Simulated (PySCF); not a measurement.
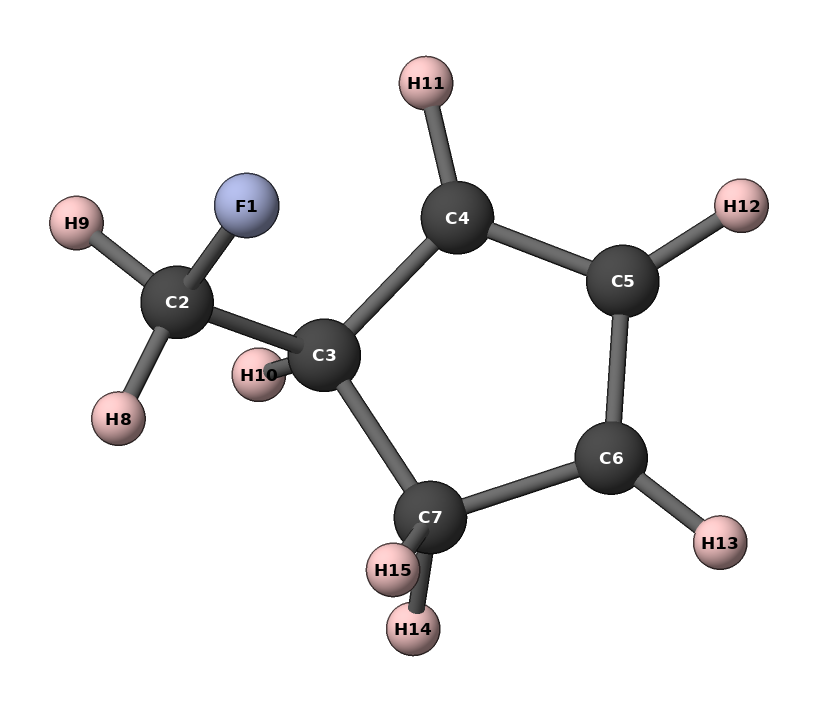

The questions are on isotropic NMR shieldings of the H atoms. State: charge +1, singlet. Geometry: an image of a reaction path computed with GFN2-xTB, not a minimum. Method: GIAO PBE0/pcSseg-1 NMR shielding, non-relativistic, gas phase (PySCF 2.14.0).

### Which H atom is the most shielded (lowest chemical shift)?

H10 (27.53 ppm).

### Which H atom is the least shielded (highest chemical shift)?

H11 (20.23 ppm).

### How wide is the range of H shifts?

7.30 ppm.

Give the isotropic NMR shieldings of the H atoms atom by atom.

```json
{"atom": "H8", "σ (ppm)": "26.18"}
{"atom": "H9", "σ (ppm)": "25.64"}
{"atom": "H10", "σ (ppm)": "27.53"}
{"atom": "H11", "σ (ppm)": "20.23"}
{"atom": "H12", "σ (ppm)": "23.13"}
{"atom": "H13", "σ (ppm)": "20.40"}
{"atom": "H14", "σ (ppm)": "27.11"}
{"atom": "H15", "σ (ppm)": "27.38"}
```
